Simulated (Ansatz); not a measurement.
# C2H5AlF (SMILES C[CH2][Al][F]) (doublet): what the fields show

Input file:

```
crystal:
  periodic: [false, false, false]
  atoms:
    - {symbol: C, position_ang: [-1.883636, -0.409463, -1.541136]}
    - {symbol: C, position_ang: [-0.783090, -1.467686, -1.395749]}
    - {symbol: Al, position_ang: [-1.343715, -3.057846, -0.318877]}
    - {symbol: F, position_ang: [-2.826235, -2.907526, 0.456143]}
    - {symbol: H, position_ang: [-1.530317, 0.464630, -2.115853]}
    - {symbol: H, position_ang: [-2.767926, -0.807474, -2.064354]}
    - {symbol: H, position_ang: [-2.230458, -0.042116, -0.562421]}
    - {symbol: H, position_ang: [0.112446, -1.057852, -0.892139]}
    - {symbol: H, position_ang: [-0.430399, -1.834527, -2.376262]}
basis:
  gaussian: {orbitals: def2-TZVPD}
magnetization: {spin_polarized: true, initial_magnetization: 1}
hamiltonian: {xc: {name: PBE0}}
output: {forces: true, orbitals: {seedname: orbitals}}
```

Launched as:

```sh
ansatz run input.yaml --threads 2 --pin off --max-ram 4350MiB --events-out events.jsonl --progress --plain --runs-dir runs
```

Geometry: B3LYP-D3(BJ)/def2-SVP.

These are results of Ansatz, isolated molecule in a Gaussian basis; Kohn-Sham density functional theory, functional PBE0, not measurements.

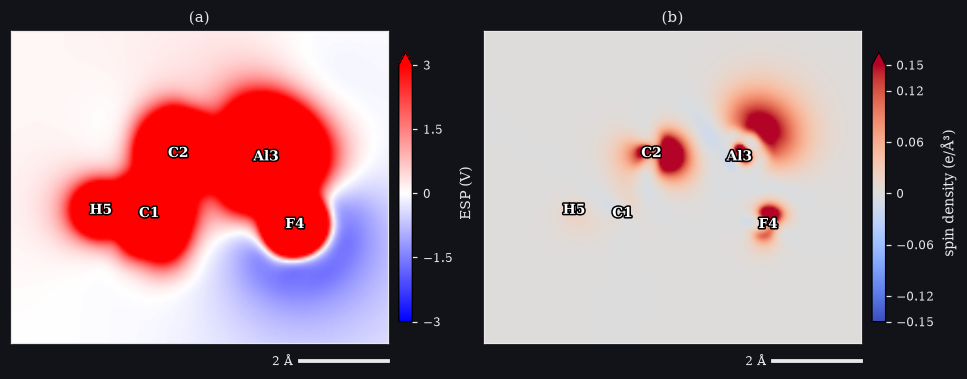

Figure 1. (a) molecular electrostatic potential; (b) spin density on the plane of atoms C2, Al3 and F4.

Interpret the plot.

Answer.
- The section cuts through C, Al, F and H sites.
- The unpaired spin (1 electron) lies mostly on Al3 (about 0.8) and C2 (about 0.1), in electrons by Hirshfeld's partition.
- Outside the dense part of the molecule the potential is most negative (−1.7 V) near F4.

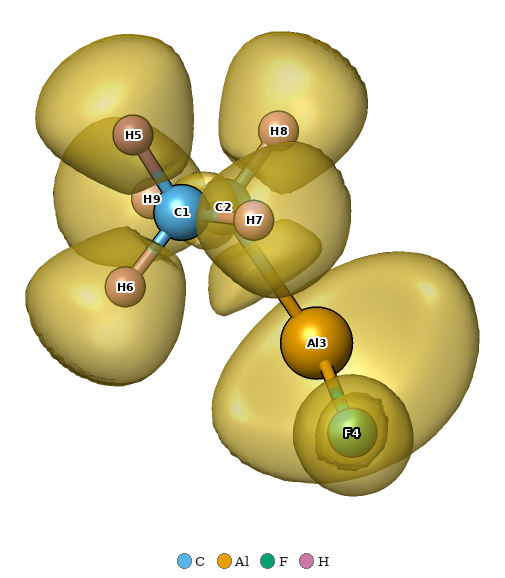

Figure 2. Isosurface of the electron localisation function at 0.8 (yellow), seen at an oblique angle. Only the valence region is drawn (cores and ρ < 0.01 e/Å³ removed).

Identify the bonds, lone pairs and shells in this picture.

Answer. At this value the surface marks out one region between bonded Al–C atoms (shared pairs), one region between bonded C–C atoms (shared pairs), five regions around hydrogen nuclei, one lobe on Al, pointing away from the bonds (non-bonding electrons) and one region wrapped around F (its valence shell).


C–C (1.53 Å): the ELF peaks at about 0.95 between the atoms, as expected for localised, covalent bonding. Al–F (1.68 Å): the ELF peaks at about 0.85 in the valence shell of F, 0.6 Å from its nucleus, and is about 0.35 at the midpoint.

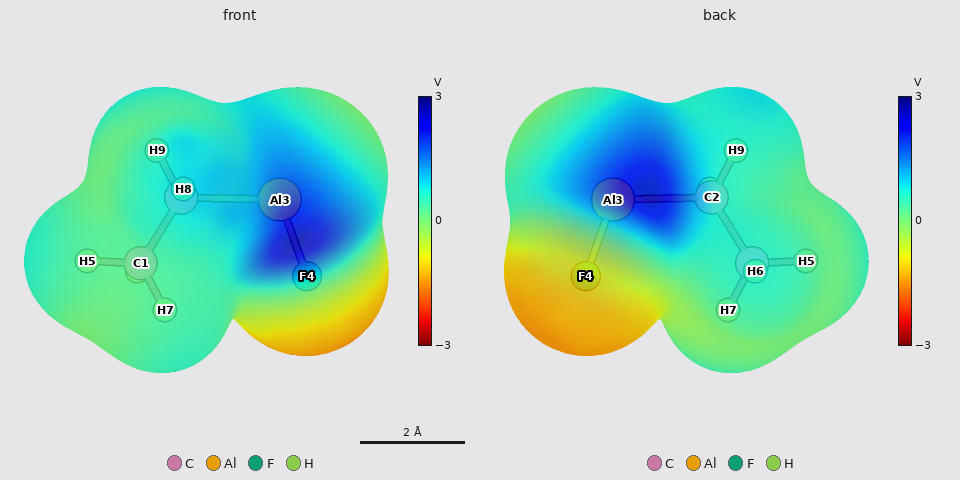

Figure 3. The molecular electrostatic potential painted on the density surface at 0.002 e/bohr³, seen from the front and from behind; the colour scale runs from red (negative) to blue (positive).

Which sites attract a positive test charge, and which a negative one?

Answer. A positive charge is drawn to the negative regions and a negative charge to the positive ones. The most negative region (about −1.5 V, or −35 kcal/mol for a unit charge) lies over F4, the most positive (about +2.5 V, or +58 kcal/mol for a unit charge) over Al3.
